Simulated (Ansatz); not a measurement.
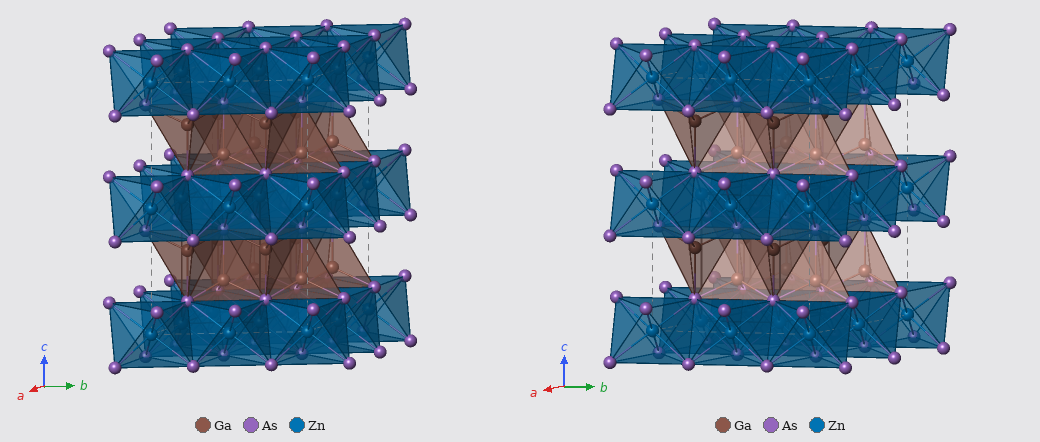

Polyhedra are drawn about Ga and Zn (bonds: As–Ga below 3.1 Å and As–Zn below 3.2 Å); other atoms are plain spheres. Two views of the same piece.

System ZnGa2As2 (space group P-3m1, No. 164); source of the atomic positions: coordinates from a relaxation with Ansatz 0.2.0, DFT, PAW plane waves, r2scan; the starting structure was generated, so it need not be a known form of this composition.

> What figure surrounds each Ga or Zn atom, and what does it share with the other drawn polyhedra?

Ga: GaAs4 tetrahedron, sharing edges with six neighbours and corners with twelve neighbours; Zn: ZnAs6 octahedron, sharing corners with twelve neighbours and edges with twelve neighbours.

> How do these polyhedra hang together as a whole?

They form a three-dimensional framework of corner- and edge-sharing octahedra and tetrahedra.
